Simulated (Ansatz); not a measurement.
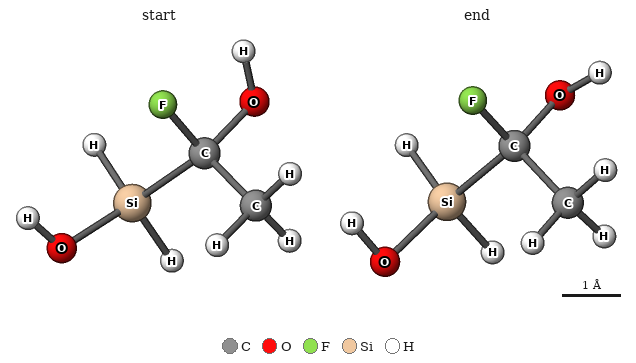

The structure of C₂H₇FO₂Si before (left) and after (right) a relaxation, at one scale.

The picture is a ball-and-stick view, seen at a tilt.

The run prepares the start of a later molecular dynamics calculation, from a guessed geometry.

These are results of RKS PBE-D4/STO-3G in Ansatz, not measurements. (no spin polarisation; force threshold 0.02 eV/Å; at most 40 steps)

What changed between the two?

Answer. After 12 geometry steps the energy has fallen by 103.6 kJ/mol. The largest force component goes from 4 to 0.02 eV/Å. The largest move after the best rigid fit is that of an H atom, 0.76 Å. By element the largest moves are H 0.76 Å, O 0.31 Å, F 0.20 Å, C 0.20 Å, Si 0.06 Å. Near-neighbour distances that change, for instance: H–O 0.958 → 1.035 Å, C–O 1.403 → 1.478 Å, C–H 1.175 → 1.107 Å, C–C 1.523 → 1.590 Å. Among the angles between lasting bonds that change: Si–O–H 118.6° → 102.3°, O–C–Si 115.2° → 104.4°, O–C–F 101.9° → 109.6°. Groups turn about C–O by about 60°.

Limits of the set-up: STO-3G is a minimal basis, so the numbers are rough.
